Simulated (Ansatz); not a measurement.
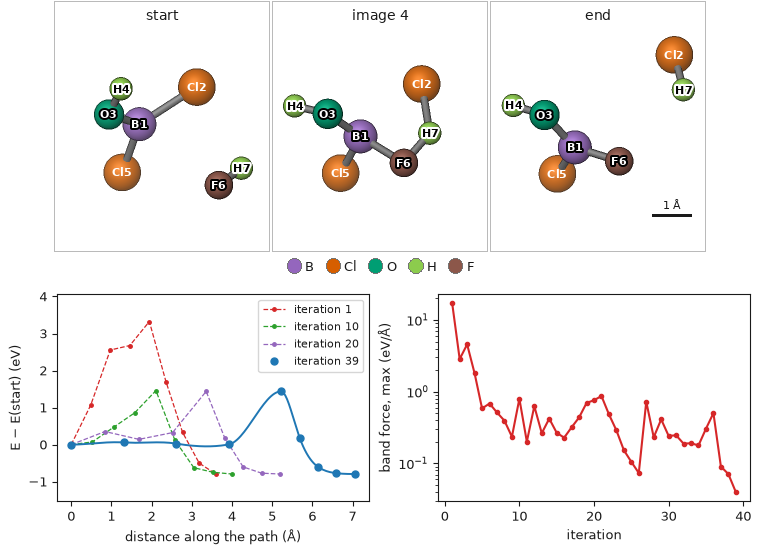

A nudged-elastic-band calculation for BH₂OCl₂F, made up at the start of BHOCl2 and HF. Images are numbered from 0 (start) to 8 (end). The plot follows the band through its iterations. The picture is a ball-and-stick view, seen from a free direction.

Computed with RHF/def2-SVP (Ansatz). Run with 7 movable images; climbing image; force threshold 0.05 eV/Å; iteration limit 60; spring constant 20.0 eV/Å²; starting path through a guess of the saddle point.

### Judge this run.

The run is converged, with reservations. The band converged in 39 iterations. The largest component of the band force went from 17 to 0.04 eV/Å. The climbing image converged on the top of the path. Its curvatures weren't checked. The first iteration put the highest image at 3.32 eV. The energy climbs by 1.44 eV to image 4 and then falls by 2.23 eV, so the end point sits at −0.79 eV.

Limits of the set-up: the start holds two separate molecules, 2.8 Å apart at their closest, whose relative position is a soft coordinate and is computed without a dispersion correction; Hartree-Fock leaves out electron correlation.

Cost: 7 min on 1 thread of Arm Neoverse V1, with other jobs on the host, peak memory 0.17 GiB.
